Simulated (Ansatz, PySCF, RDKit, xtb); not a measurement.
# CH3F3Sn: ranking a sample of isomers, part 2 of 2

Which of a sample of isomers of CH3F3Sn is the most stable in the gas at 298.15 K, and what are its properties? The sample is small against all isomers, and the most stable one of this formula need not be in it.

xtb, Ansatz and PySCF; isolated molecules. Earlier steps stand in the parts before.

**11. c532a at MP2/def2-TZVPP**

File input.yaml:

```yaml
crystal:
  periodic: [false, false, false]
  atoms:
    - {symbol: C, position_ang: [-0.285699, -1.995512, 0.547694]}
    - {symbol: F, position_ang: [1.195819, -0.228975, 3.027939]}
    - {symbol: F, position_ang: [2.339846, -2.981891, 2.445965]}
    - {symbol: F, position_ang: [2.839235, -0.690565, 0.515791]}
    - {symbol: Sn, position_ang: [1.473246, -1.488527, 1.604831]}
    - {symbol: H, position_ang: [-0.446750, -3.076738, 0.645140]}
    - {symbol: H, position_ang: [-0.146774, -1.718777, -0.505210]}
    - {symbol: H, position_ang: [-1.123680, -1.438838, 0.986301]}
basis:
  gaussian:
    orbitals: def2-TZVPP
correlation:
  method: mp2
  frozen_orbitals: {H: 0, C: 1, Sn: 4, F: 1}
```

Started as:

```console
$ ansatz run input.yaml --threads 2 --pin off --max-ram 5220MiB --events-out events.jsonl --progress --plain --runs-dir runs
```

Standard output:

```text
Warning: RAYON_NUM_THREADS=2 ignored (pool sized by the plan → 2); use --threads N
Functional definition: HF
  name "HF"
  exchange = exact_x
  correlation = 0
1509 factors; integrals over basis functions are off by at most 8.5e-4 eV
mean field evaluation 1: about -15003.1486 eV, gradient 5.3e1 eV
mean field evaluation 2: about -15003.2984 eV, gradient 5.3e1 eV
mean field evaluation 4: about -15007.9995 eV, gradient 2.7e0 eV
mean field evaluation 8: about -15008.0585 eV, gradient 2.6e-1 eV
mean field -15008.05873310 eV, -551.5359856138 hartree, gradient 4.0e-6 eV, S^2 0.000000; 0 other end points of the search recorded, 0 dependent functions left out
8 core orbitals not correlated: weight in the atoms' cores, before any rotation towards them, 1.000 or more for the frozen orbitals, at most 0.000 for the correlated occupied ones
reference -15008.05873310 eV, -551.5359856138 hartree; 21, 21 occupied and 187, 187 virtual orbitals, 1509 factors
second order -34.03833133 eV of doubles, -0.00000000 eV of singles
Total energy: -15042.09706443 eV, -552.7868712182 hartree
```

Wall time 4.2 s (2 threads of Arm Neoverse V2, shared host).

**12. c223b at CCSD(T)/def2-SVP**

File input.yaml:

```yaml
crystal:
  periodic: [false, false, false]
  atoms:
    - {symbol: C, position_ang: [1.101261, -1.024396, 1.956959]}
    - {symbol: F, position_ang: [0.653974, 0.229947, 1.808429]}
    - {symbol: F, position_ang: [0.729426, -1.434307, 3.177294]}
    - {symbol: F, position_ang: [2.440087, -0.969658, 1.949700]}
    - {symbol: Sn, position_ang: [0.331788, -2.355587, 0.380528]}
    - {symbol: H, position_ang: [0.866472, -1.730767, -1.114653]}
    - {symbol: H, position_ang: [-1.370787, -2.342675, 0.494176]}
    - {symbol: H, position_ang: [0.969511, -3.910532, 0.675959]}
basis:
  gaussian:
    orbitals: def2-SVP
correlation:
  method: ccsd_t
  frozen_orbitals: {H: 0, C: 1, Sn: 4, F: 1}
```

Started as:

```console
$ ansatz run input.yaml --threads 2 --pin off --max-ram 5220MiB --events-out events.jsonl --progress --plain --runs-dir runs
```

Standard output, shortened:

```text
Warning: RAYON_NUM_THREADS=2 ignored (pool sized by the plan → 2); use --threads N
[... 2 set-up lines as earlier in the session ...]
[...]
1035 factors; integrals over basis functions are off by at most 1.2e-3 eV
[...]
mean field -14992.54937192 eV, -550.9660271031 hartree, gradient 1.5e-6 eV, S^2 0.000000; 0 other end points of the search recorded, 0 dependent functions left out
8 core orbitals not correlated: weight in the atoms' cores, before any rotation towards them, 1.000 or more for the frozen orbitals, at most 0.000 for the correlated occupied ones
reference -14992.54937192 eV, -550.9660271031 hartree; 21, 21 occupied and 68, 68 virtual orbitals, 1035 factors
second order -21.72556390 eV of doubles, -0.00000000 eV of singles
cycle   1  -21.96074911 eV  change   -2.4e-1 eV  update   1.1e-1
[...]
cycle   9  -22.62300540 eV  change   -2.3e-5 eV  update   1.6e-5
perturbative correction -0.47664479 eV, -0.0175163729 hartree
Total energy: -15015.64902211 eV, -551.8149235901 hartree
```

Wall time 12 s (2 threads of Arm Neoverse V2, shared host).

**13. Free energies and the winner**

Energies in kcal/mol from c532a; G adds the thermal terms to the CCSD(T)/def2-SVP + MP2/def2-TZVPP - MP2/def2-SVP energy. The columns left of the relaxed level are at the tight-binding geometries.

| label | SMILES | spin | GFN2-xTB | HF/STO-3G | r2SCAN-D4/def2-SVP | PBE0-D4/def2-SVP | HF/def2-SVP | MP2/def2-SVP | CCSD(T)/def2-SVP + MP2/def2-TZVPP - MP2/def2-SVP | G | share at equilibrium | T1 |
| --- | --- | --- | --- | --- | --- | --- | --- | --- | --- | --- | --- | --- |
| c532a | [CH3][Sn]([F])([F])[F] | singlet | 0.0 | 0.0 | 0.0 | 0.0 | 0.0 | 0.0 | 0.0 | 0.0 | 100.0 % | 0.013 |
| c801a | F[CH2][SnH]([F])[F] | singlet | 23.5 | 22.6 | 38.8 | 36.5 | 38.2 | 45.0 | 42.5 | 40.5 | < 0.1 % | 0.012 |
| c223b | F[C](F)(F)[SnH3] | singlet | 54.8 | 1.3 | 69.8 | 66.6 | 74.3 | 86.3 | 86.1 | 81.9 | < 0.1 % | 0.011 |

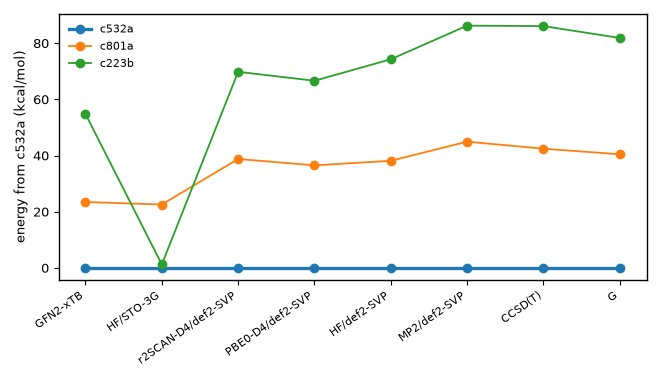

The finalists at each level, measured from c532a.

Lowest found: c532a, `[CH3][Sn]([F])([F])[F]`, a singlet of point group C3v. Bond lengths: C1–Sn5 2.114 Å, F2–Sn5 1.921 Å, F3–Sn5 1.921 Å, F4–Sn5 1.921 Å, C1–H6 1.097 Å, C1–H7 1.097 Å, C1–H8 1.097 Å. Some angles: C1–Sn5–F2 114.1°, C1–Sn5–F3 114.1°, C1–Sn5–F4 114.1°, F2–Sn5–F3 104.5°, F2–Sn5–F4 104.5°, F3–Sn5–F4 104.5°, Sn5–C1–H6 108.3°, Sn5–C1–H7 108.3°, Sn5–C1–H8 108.3°, H6–C1–H7 110.6°.

```xyz
8

C    -0.2857   -1.9955    0.5477
F     1.1958   -0.2290    3.0279
F     2.3398   -2.9819    2.4460
F     2.8392   -0.6906    0.5158
Sn    1.4732   -1.4885    1.6048
H    -0.4467   -3.0767    0.6451
H    -0.1468   -1.7188   -0.5052
H    -1.1237   -1.4388    0.9863
```

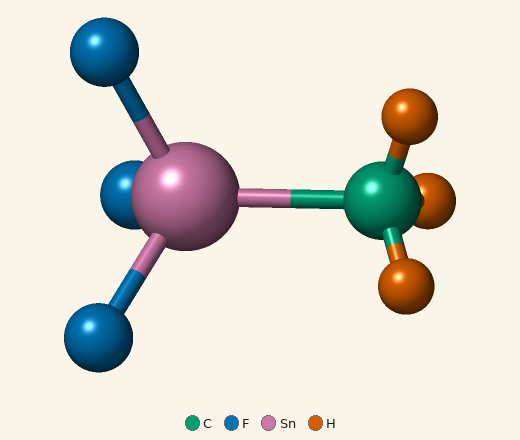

The lowest structure found, seen from a chosen angle (carbon teal, fluorine blue, tin pink, hydrogen orange).

**14. Density, orbitals and dipole (PBE0/def2-TZVPD)**

File input.yaml:

```yaml
crystal:
  periodic: [false, false, false]
  atoms:
    - symbol: C
      position_ang: [-0.285699, -1.995512, 0.547694]
    - symbol: F
      position_ang: [1.195819, -0.228975, 3.027939]
    - symbol: F
      position_ang: [2.339846, -2.981891, 2.445965]
    - symbol: F
      position_ang: [2.839235, -0.690565, 0.515791]
    - symbol: Sn
      position_ang: [1.473246, -1.488527, 1.604831]
    - symbol: H
      position_ang: [-0.446750, -3.076738, 0.645140]
    - symbol: H
      position_ang: [-0.146774, -1.718777, -0.505210]
    - symbol: H
      position_ang: [-1.123680, -1.438838, 0.986301]
basis:
  gaussian:
    orbitals: def2-TZVPD
hamiltonian:
  xc: {name: PBE0}
output: {forces: true, orbitals: {seedname: orbitals}}
```

Started as:

```console
$ ansatz run input.yaml --threads 2 --pin off --max-ram 5220MiB --events-out events.jsonl --progress --plain --runs-dir runs
```

Standard output, shortened:

```text
Warning: RAYON_NUM_THREADS=2 ignored (pool sized by the plan → 2); use --threads N
[... 2 set-up lines as earlier in the session ...]
[...]
1406 factors; their error is unknown
[...]
mean field -15066.17910414 eV, -553.6718698541 hartree, gradient 2.4e-5 eV, S^2 0.000000; 0 other end points of the search recorded, 0 dependent functions left out
[...]
reference -15066.17915219 eV, -553.6718716199 hartree; 29, 29 occupied and 211, 211 virtual orbitals, 1406 factors
Total energy: -15066.17915219 eV, -553.6718716199 hartree
Atom 0 at    -0.285699    -1.995512     0.547694 Å, force    -0.123141    -0.035538    -0.073950 eV/Å
Atom 1 at     1.195819    -0.228975     3.027939 Å, force     0.086511    -0.340026    -0.380771 eV/Å
Atom 2 at     2.339846    -2.981891     2.445965 Å, force    -0.224825     0.410007    -0.222227 eV/Å
Atom 3 at     2.839235    -0.690565     0.515791 Å, force    -0.360820    -0.214250     0.303410 eV/Å
Atom 4 at     1.473246    -1.488527     1.604831 Å, force     0.373917     0.108086     0.223956 eV/Å
Atom 5 at    -0.446750    -3.076738     0.645140 Å, force     0.048440     0.296941    -0.023937 eV/Å
Atom 6 at    -0.146774    -1.718777    -0.505210 Å, force    -0.033457    -0.074372     0.290679 eV/Å
Atom 7 at    -1.123680    -1.438838     0.986301 Å, force     0.233375    -0.150847    -0.117160 eV/Å
Dipole moment:    -0.833210    -0.240420    -0.500804 e Å
```

Run time: 7.8 s. Hardware: 2 threads of Arm Neoverse V2, shared host; peak memory 0.69 GiB.

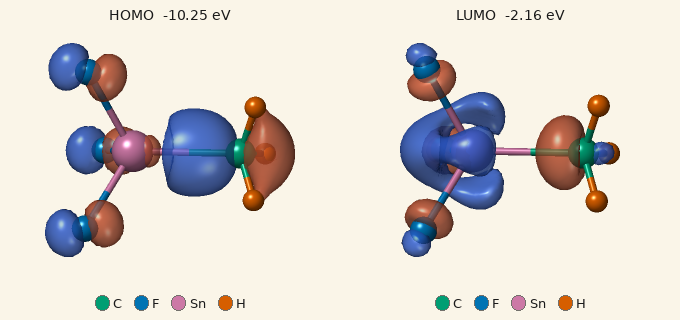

Frontier orbitals of this run, surfaces at ±0.2 Å^-3/2.

**15. Frequencies after a tight-binding relaxation (GFN2-xTB)**

File start.xyz:

```xyz
8
c532a
C     -0.285699    -1.995512     0.547694
F      1.195819    -0.228975     3.027939
F      2.339846    -2.981891     2.445965
F      2.839235    -0.690565     0.515791
Sn     1.473246    -1.488527     1.604831
H     -0.446750    -3.076738     0.645140
H     -0.146774    -1.718777    -0.505210
H     -1.123680    -1.438838     0.986301
```

Started as:

```console
$ xtb start.xyz --gfn 2 --ohess tight
```

Standard output, shortened:

```text
* xtb version 6.7.1
[...]
          :  # basis functions                  29          :
[...]
          :  # electrons                        32          :
[...]
          :  Hamiltonian                  GFN2-xTB          :
[...]
          :  net charge                          0          :
          :  unpaired electrons                  0          :
[...]
   *** convergence criteria satisfied after 15 iterations ***
[...]
   *** GEOMETRY OPTIMIZATION CONVERGED AFTER 9 ITERATIONS ***
[...]
   *** convergence criteria satisfied after 3 iterations ***
[...]
         ::                     SUMMARY                     ::
         :::::::::::::::::::::::::::::::::::::::::::::::::::::
         :: total energy             -20.021808056056 Eh    ::
         :: gradient norm              0.000015786446 Eh/a0 ::
         :: HOMO-LUMO gap              3.625949585240 eV    ::
         ::.................................................::
         :: SCC energy               -20.081414745840 Eh    ::
         :: -> isotropic ES            0.023007065367 Eh    ::
         :: -> anisotropic ES         -0.000791360091 Eh    ::
         :: -> anisotropic XC          0.000586506801 Eh    ::
         :: -> dispersion             -0.003696658356 Eh    ::
         :: repulsion energy           0.059606689784 Eh    ::
         :: add. restraining           0.000000000000 Eh    ::
         :: total charge              -0.000000000000 e     ::
         :::::::::::::::::::::::::::::::::::::::::::::::::::::
[...]
        16        2.0000           -0.4829151             -13.1408 (HOMO)
        17                         -0.3496639              -9.5148 (LUMO)
[...]
     #   Z          covCN         q      C6AA      α(0)
     1   6          3.649    -0.119    23.145     6.911
     2   9          0.707    -0.270    12.000     4.090
     3   9          0.707    -0.270    12.000     4.090
     4   9          0.707    -0.270    12.000     4.090
     5  50          2.998     0.582   360.720    37.378
     6   1          0.927     0.116     1.643     2.005
     7   1          0.927     0.116     1.643     2.005
     8   1          0.927     0.116     1.643     2.005
[...]
          | TOTAL ENERGY              -20.021808056056 Eh   |
          | TOTAL ENTHALPY            -19.974208233147 Eh   |
          | TOTAL FREE ENERGY         -20.018517732232 Eh   |
          | GRADIENT NORM               0.000015814340 Eh/α |
[...]
```

It took 0.099 s on 2 threads of Arm Neoverse V2, shared host.

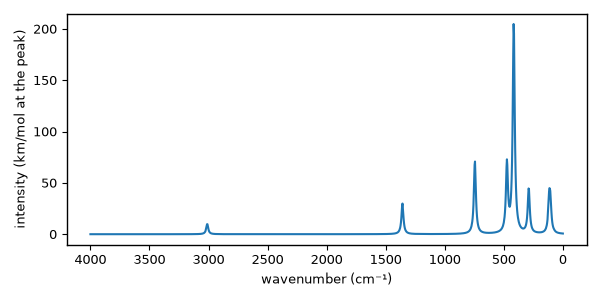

Harmonic infrared spectrum, unscaled, lines broadened by 10 cm⁻¹.

**16. Electronic excitations (TD-PBE0/def2-SVPD)**

An in-house driver calls PySCF's response routines at TD-PBE0/def2-SVPD; it has no typed input.

Standard output:

```text
coarse grid: 36528 points
cycle   1  E = -552.0919325394  dE = -2.245e+01  |g| = 2.412e+00  |ddm| = 1.082e+01
cycle   2  E = -552.4238316337  dE = -3.319e-01  |g| = 2.177e+00  |ddm| = 9.977e+00
cycle   3  E = -553.2523459950  dE = -8.285e-01  |g| = 1.841e-01  |ddm| = 2.746e+00
cycle   4  E = -553.2540043850  dE = -1.658e-03  |g| = 1.628e-01  |ddm| = 3.767e-01
cycle   5  E = -553.2608876005  dE = -6.883e-03  |g| = 1.934e-02  |ddm| = 1.971e-01
cycle   6  E = -553.2609678778  dE = -8.028e-05  |g| = 1.080e-02  |ddm| = 2.895e-02
cycle   7  E = -553.2609872232  dE = -1.935e-05  |g| = 1.336e-03  |ddm| = 9.263e-03
cycle   8  E = -553.2609876078  dE = -3.846e-07  |g| = 1.391e-04  |ddm| = 1.619e-03
final grid: 76184 points
cycle   9  E = -553.2609718512  dE = -2.995e-07  |g| = 3.073e-04  |ddm| = 1.831e-03
cycle  10  E = -553.2609718220  dE =  2.925e-08  |g| = 5.087e-04  |ddm| = 6.250e-04
cycle  11  E = -553.2609718683  dE = -4.628e-08  |g| = 3.370e-05  |ddm| = 3.837e-04
cycle  12  E = -553.2609718684  dE = -1.435e-10  |g| = 1.441e-05  |ddm| = 4.621e-05
converged SCF energy = -553.2609718684

Static polarisability (au): isotropic 47.259, principal 43.537 43.540 54.700

Singlet excitations
state   eV       nm        f      main configurations
  1   7.2781    170.4   0.31805   H->L 0.90
  2   7.4116    167.3   0.00000   H-1->L 0.97
  3   7.5575    164.1   0.01059   H-2->L 0.64, H-4->L 0.17, H-3->L 0.14
  4   7.5579    164.0   0.01062   H-3->L 0.64, H-5->L 0.17, H-2->L 0.14
  5   7.7653    159.7   0.03639   H-4->L 0.78, H-2->L 0.11
  6   7.7655    159.7   0.03637   H-5->L 0.78, H-3->L 0.11
  7   8.5761    144.6   0.07655   H-6->L 0.84
  8   8.9946    137.8   0.03426   H-7->L 0.77, H->L+1 0.09

Triplet excitations (Tamm-Dancoff, eV): 5.8898 7.0284 7.0558
```

Run time: 9 s. Hardware: 2 threads of Arm Neoverse V2, shared host.

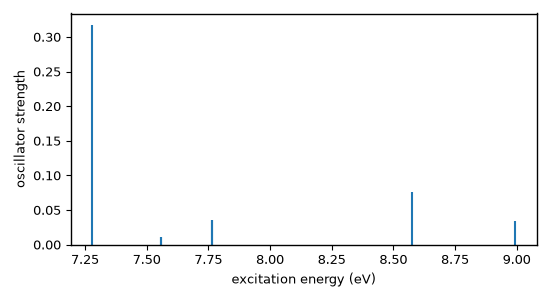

Vertical excitations as sticks.

The roots found:

| excited state | energy (eV) | strength |
| --- | --- | --- |
| 1 | 7.278 | 0.3180 |
| 2 | 7.412 | 0.0000 |
| 3 | 7.558 | 0.0106 |
| 4 | 7.558 | 0.0106 |
| 5 | 7.765 | 0.0364 |
| 6 | 7.766 | 0.0364 |
| 7 | 8.576 | 0.0766 |
| 8 | 8.995 | 0.0343 |

**17. The cation at the same geometry (PBE0/def2-TZVPD)**

Changes to input.yaml since step 14:

```diff
@@ -22,4 +22,7 @@
     orbitals: def2-TZVPD
+magnetization:
+  spin_polarized: true
+  initial_magnetization: 1
 hamiltonian:
   xc: {name: PBE0}
-output: {forces: true, orbitals: {seedname: orbitals}}
+total_charge: 1
```

Started as:

```console
$ ansatz run input.yaml --threads 2 --pin off --max-ram 5220MiB --events-out events.jsonl --progress --plain --runs-dir runs
```

Standard output:

```text
Warning: RAYON_NUM_THREADS=2 ignored (pool sized by the plan → 2); use --threads N
[... 2 set-up lines as earlier in the session ...]
  parameter a = 0.25
  parameter kappa = 0.804
  parameter beta = 0.06672455060314922
  exchange = (1 - a)*pbe_x(kappa = kappa, mu = beta*pi^2/3) + a*exact_x
  correlation = pbe_c(beta = beta)
1406 factors; their error is unknown
mean field evaluation 1: about -15037.2922 eV, gradient 7.3e1 eV
mean field evaluation 2: about -14972.0059 eV, gradient 1.6e2 eV
mean field evaluation 4: about -15053.2889 eV, gradient 1.0e1 eV
mean field evaluation 8: about -15053.7395 eV, gradient 4.5e-1 eV
mean field evaluation 16: about -15053.8173 eV, gradient 1.5e-3 eV
mean field evaluation 32: about -15053.7755 eV, gradient 3.0e0 eV
mean field -15053.81730606 eV, -553.2175821538 hartree, gradient 1.5e-5 eV, S^2 0.763390; 4 other end points of the search recorded, 0 dependent functions left out
reference -15053.81735386 eV, -553.2175839103 hartree; 29, 28 occupied and 211, 212 virtual orbitals, 1406 factors
Total energy: -15053.81735386 eV, -553.2175839103 hartree
```

Run time: 20 s. Hardware: 2 threads of Arm Neoverse V2, shared host; peak memory 0.84 GiB.

Difference from the parent: 12.36 eV.

**18. The anion at the same geometry (PBE0/def2-TZVPD)**

File input.yaml:

```yaml
crystal:
  periodic: [false, false, false]
  atoms:
    - {symbol: C, position_ang: [-0.285699, -1.995512, 0.547694]}
    - {symbol: F, position_ang: [1.195819, -0.228975, 3.027939]}
    - {symbol: F, position_ang: [2.339846, -2.981891, 2.445965]}
    - {symbol: F, position_ang: [2.839235, -0.690565, 0.515791]}
    - {symbol: Sn, position_ang: [1.473246, -1.488527, 1.604831]}
    - {symbol: H, position_ang: [-0.446750, -3.076738, 0.645140]}
    - {symbol: H, position_ang: [-0.146774, -1.718777, -0.505210]}
    - {symbol: H, position_ang: [-1.123680, -1.438838, 0.986301]}
basis:
  gaussian:
    orbitals: def2-TZVPD
total_charge: -1
magnetization:
  spin_polarized: true
  initial_magnetization: 1
hamiltonian:
  xc: {name: PBE0}
scf:
  lower_state_search: "off"
```

Started as:

```console
$ ansatz run input.yaml --threads 2 --pin off --max-ram 5220MiB --events-out events.jsonl --progress --plain --runs-dir runs
```

Standard output, shortened:

```text
Warning: RAYON_NUM_THREADS=2 ignored (pool sized by the plan → 2); use --threads N
[... 2 set-up lines as earlier in the session ...]
[...]
1406 factors; their error is unknown
[...]
mean field -15066.59798772 eV, -553.6872635420 hartree, gradient 6.0e-6 eV, S^2 0.751766; 0 other end points of the search recorded, 0 dependent functions left out
reference -15066.59803158 eV, -553.6872651535 hartree; 30, 29 occupied and 210, 211 virtual orbitals, 1406 factors
Total energy: -15066.59803158 eV, -553.6872651535 hartree
Checks for a lower state left out: stability, starts, cluster_reference, orbital_swaps, neighbouring_geometries, increment
```

Wall time 8.4 s (2 threads of Arm Neoverse V2, shared host); peak memory 0.77 GiB.

Parent less the species with the added electron: 0.42 eV.

**19. The triplet at the same geometry (PBE0/def2-TZVPD)**

Changes to input.yaml since step 18:

```diff
@@ -14,9 +14,6 @@
     orbitals: def2-TZVPD
-total_charge: -1
+hamiltonian:
+  xc: {name: PBE0}
 magnetization:
   spin_polarized: true
-  initial_magnetization: 1
-hamiltonian:
-  xc: {name: PBE0}
-scf:
-  lower_state_search: "off"
+  initial_magnetization: 2
```

Started as:

```console
$ ansatz run input.yaml --threads 2 --pin off --max-ram 5220MiB --events-out events.jsonl --progress --plain --runs-dir runs
```

Standard output, shortened:

```text
Warning: RAYON_NUM_THREADS=2 ignored (pool sized by the plan → 2); use --threads N
[... 7 set-up lines as earlier in the session ...]
1406 factors; their error is unknown
mean field evaluation 1: about -15053.0723 eV, gradient 4.7e1 eV
mean field evaluation 2: about -15042.0492 eV, gradient 7.8e1 eV
mean field evaluation 4: about -15060.2507 eV, gradient 2.7e0 eV
mean field evaluation 8: about -15060.2868 eV, gradient 1.5e-1 eV
mean field evaluation 16: about -15060.3716 eV, gradient 2.8e-3 eV
mean field -15060.37161368 eV, -553.4584485161 hartree, gradient 7.0e-5 eV, S^2 2.007779; 2 other end points of the search recorded, 0 dependent functions left out
reference -15060.37167416 eV, -553.4584507389 hartree; 30, 28 occupied and 210, 212 virtual orbitals, 1406 factors
Total energy: -15060.37167416 eV, -553.4584507389 hartree
```

It took 14 s on 2 threads of Arm Neoverse V2, shared host; peak memory 0.85 GiB.

It lies 5.81 eV above the singlet.

**20. Outcome**

The summary covers parts 1 to 2.

| quantity | value |
| --- | --- |
| lowest structure found | [CH3][Sn]([F])([F])[F], singlet, C3v |
| next finalist | F[CH2][SnH]([F])[F], singlet, 40.5 kcal/mol higher in G |
| share at equilibrium, among the finalists | 100.0 % |
| funnel | 4 starts, 3 minima at GFN2-xTB, 6 screening runs, 3 relaxed, 3 ranked |
| CPU time of all runs | 18 min |
| harmonic wavenumbers, lowest and highest (PBE0-D4/def2-SVP) | 58 and 3223 cm⁻¹ |
| rotational constants, same geometry | 0.09441, 0.08625, 0.08624 cm⁻¹ |
| dipole moment (PBE0/def2-TZVPD) | 4.81 D |
| HOMO energy (PBE0/def2-TZVPD) | -10.25 eV |
| LUMO energy (PBE0/def2-TZVPD) | -2.16 eV |
| HOMO–LUMO gap (PBE0/def2-TZVPD) | 8.09 eV |
| lowest excitation (TD-PBE0/def2-SVPD) | 7.28 eV (f = 0.318) |
| lowest triplet excitation, same level, Tamm-Dancoff | 5.89 eV |
| vertical ionisation energy | 12.36 eV |
| vertical electron affinity | 0.42 eV |
| vertical triplet less singlet | +5.81 eV |

In words: `[CH3][Sn]([F])([F])[F]` comes out lowest. Among the finalists first place is clear (40.5 kcal/mol); structures outside the list aren't covered. GFN2-xTB, HF/STO-3G, r2SCAN-D4/def2-SVP, PBE0-D4/def2-SVP, HF/def2-SVP and MP2/def2-SVP already put its bonding pattern lowest among the structures in one piece. The largest share of the time went into the vibrations (56 %). Spin-orbit coupling, which matters for elements this heavy, is left out. Lowest found is not proven lowest: the search is finite, and each finalist counts with one conformer. Only 3 drawn patterns were tried, so whole families of isomers are missing, and the result ranks this sample alone.
